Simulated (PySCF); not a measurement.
# C3H5NSSi: geometry, spin-spin couplings

Aim: predict the spin-spin couplings of C3H5NSSi (`[H]/N=C\C1=C[SiH2]S1`).

Computed with PySCF 2.14.0, with density-fitted response routines of our own, on a single molecule in the gas phase. Atoms are numbered from 0 throughout.

## 1. The starting structure

11 atoms, charge 0, multiplicity 1; geometry from: GFN2-xTB. The atoms were then displaced at random by about 0.01 Å, so the start is not that level's minimum.

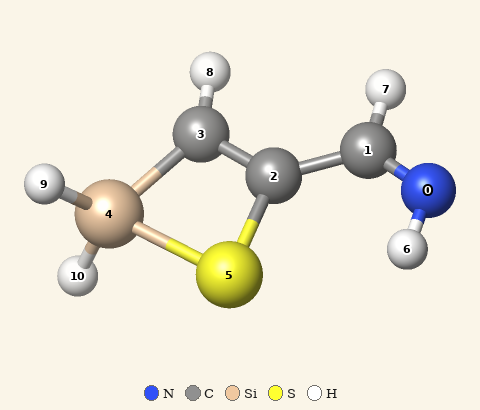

As it starts; nitrogen blue, carbon grey, silicon light orange, sulfur yellow, hydrogen white, atoms numbered; sticks join atoms by distance.

## 2. Relaxing the molecule at PBE0-D3(BJ)/def2-SVP

What the job is given:

```
{"job": {"xc": "PBE0", "basis": "def2-SVP", "d3": "d3bj", "grid": 1, "shake": 0.01, "kind": "geom"}, "charge": 0, "multiplicity": 1}
N     -2.551480     0.620220     0.916650
C     -1.765590    -0.238010     0.522910
C     -0.369190    -0.062660     0.220520
C      0.596590    -0.965370    -0.192190
Si     2.051910     0.151500    -0.302050
S      0.446130     1.524660     0.388160
H     -2.145470     1.571000     1.019350
H     -2.125100    -1.239130     0.386370
H      0.355700    -2.003090    -0.351980
H      3.054700     0.045090     0.763150
H      2.489910     0.569950    -1.601630
```

Launch:

```sh
OMP_NUM_THREADS=1 python probes_run.py task.json out
```

The driver reads the jobs from task.json and runs them one after another.

**Question.** This job is followed by: B3LYP/6-31G* indirect spin-spin coupling, non-relativistic, gas phase. Predict these results of the whole session: point group; rotational constants (main isotopes); largest coupling of the table (B3LYP/6-31G*).

The runs gave:

| quantity | value |
| --- | --- |
| point group | Cs |
| rotational constants (main isotopes) | 5.42, 1.72, 1.33 GHz |
| largest coupling of the table (B3LYP/6-31G*) | 1J(Si,H) Si4–H9, -205.4 Hz |

In words: Over 8 steps the energy fell by 0.310 eV; of the close pairs, Si4–H10 changed most, 1.434 to 1.490 Å. No frequency check was run at this level, so the end point may be a saddle. Of the pairs tabulated at B3LYP/6-31G*, Si4–H9 (mean over like pairs) couples most strongly (-205.4 Hz; Fermi contact -205.7 Hz). Couplings across rotatable bonds belong to this one conformer; where others are populated, the observed values are averages. Couplings from bases without tight functions are rough.
